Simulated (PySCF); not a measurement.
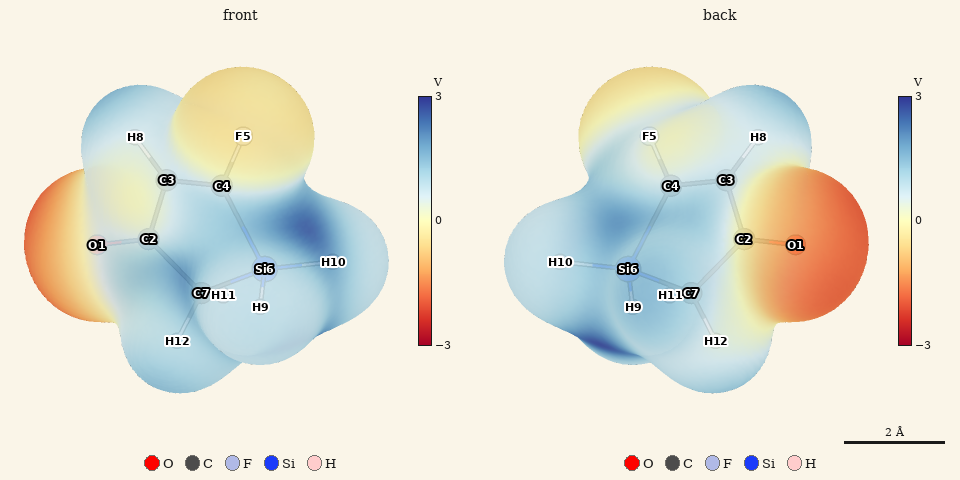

Figure. C4H5FOSi. The electrostatic potential painted on the density surface at 0.004 e/bohr³, seen from the front and from behind; the colour scale runs from red (negative) to blue (positive).

Geometry: GFN2-xTB.

All numbers below come from PBE0/pcSseg-1, SCF density, gas phase, non-relativistic (PySCF 2.14.0).

| atom | x (Å) | y (Å) | z (Å) |
| --- | --- | --- | --- |
| O | -1.0110 | -2.3390 | 0.3552 |
| C | -0.4783 | -1.2618 | 0.2403 |
| C | 0.9771 | -1.0679 | 0.1777 |
| C | 1.3815 | 0.1713 | -0.1087 |
| F | 2.6799 | 0.4837 | -0.2193 |
| Si | -0.0375 | 1.4083 | -0.3519 |
| C | -1.2612 | 0.0417 | 0.1374 |
| H | 1.6286 | -1.9137 | 0.3340 |
| H | -0.1267 | 1.8375 | -1.7458 |
| H | 0.0578 | 2.5269 | 0.5836 |
| H | -1.7111 | 0.2203 | 1.1157 |
| H | -2.0978 | -0.1080 | -0.5442 |

> Which sites attract a positive test charge, and which a negative one?

A positive charge is drawn to the negative regions and a negative charge to the positive ones. The most negative region (about −1.9 V) lies over O1, the most positive (about +2.6 V) over Si6. O1 is the likeliest acceptor of a hydrogen bond.
